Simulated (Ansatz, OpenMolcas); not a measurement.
How basis sets differ on SiCl2 (SMILES Cl[Si]Cl)

The species is SiCl2 (3 atoms), meant as a singlet with charge 0. As SMILES, `Cl[Si]Cl`. The shape is that of a PBE0-D4/def2-TZVP optimisation.

| atom | x (Å) | y (Å) | z (Å) |
| --- | --- | --- | --- |
| Cl | 0.2938 | 1.6038 | 0.3380 |
| Si | -0.7701 | -0.0104 | -0.4220 |
| Cl | 0.4763 | -1.5934 | 0.0840 |

Quantity: the vertical energy of the triplet above the singlet, in eV. The values are calculated.

```json
{"level": "HF/STO-3G", "kind": "Hartree–Fock", "program": "OpenMolcas", "value (eV)": "2.11"}
{"level": "HF/3-21G", "kind": "Hartree–Fock", "program": "OpenMolcas", "value (eV)": "1.65"}
{"level": "HF/cc-pVTZ, open shells restricted", "kind": "Hartree–Fock", "program": "OpenMolcas", "value (eV)": "1.74"}
{"level": "HF/cc-pVTZ", "kind": "Hartree–Fock", "program": "OpenMolcas", "value (eV)": "1.68"}
{"level": "HF/jorge-TZP (sfX2C)", "kind": "Hartree–Fock", "program": "Ansatz", "value (eV)": "1.68"}
```

The values span 1.65 to 2.11 eV. Without the sets that lack polarisation functions the rows with a basis span only 1.68 to 1.74 eV.

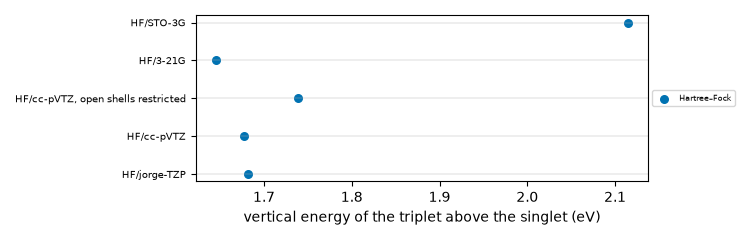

The values of the table, level by level.
